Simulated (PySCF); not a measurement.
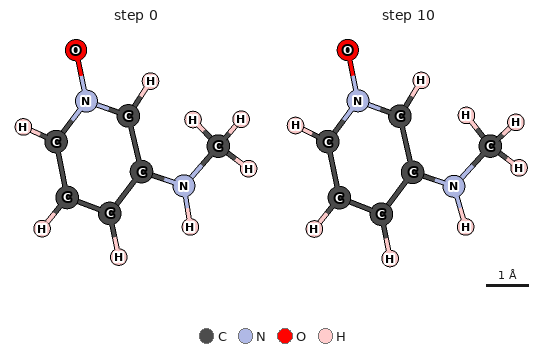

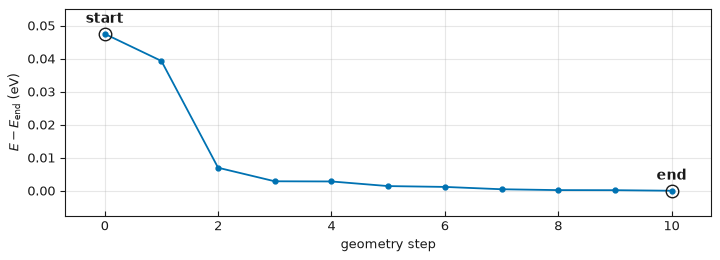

First and last geometry of a relaxation of C₆H₈N₂O, with the history of the run. A ball-and-stick model, seen from a free direction.

The start comes from GFN2-xTB.

Theory: PySCF, PBE0-D3(BJ)/def2-SVP geometry optimisation, gas phase. 

Question: Read the history and describe the run.

Answer: It converged. An H atom moves most after the best rigid fit: 0.12 Å. Largest moves by element: H 0.12 Å, N 0.09 Å, C 0.04 Å, O 0.02 Å. Some distances before and after: C–N 1.351 → 1.367 Å, C–H 1.094 → 1.107 Å, C–H 1.077 → 1.087 Å, C–C 1.379 → 1.386 Å. Among the angles between lasting bonds that change: N–C–H 110.9° → 113.0°, C–C–H 123.6° → 125.7°. After 10 geometry steps the energy has fallen by 0.048 eV.

| step | E − E(0), eV |
| --- | --- |
| 0 | 0.0000 |
| 1 | -0.0082 |
| 2 | -0.0405 |
| 3 | -0.0446 |
| 4 | -0.0447 |
| 5 | -0.0461 |
| 6 | -0.0463 |
| 7 | -0.0471 |
| 8 | -0.0473 |
| 9 | -0.0473 |
| 10 | -0.0475 |
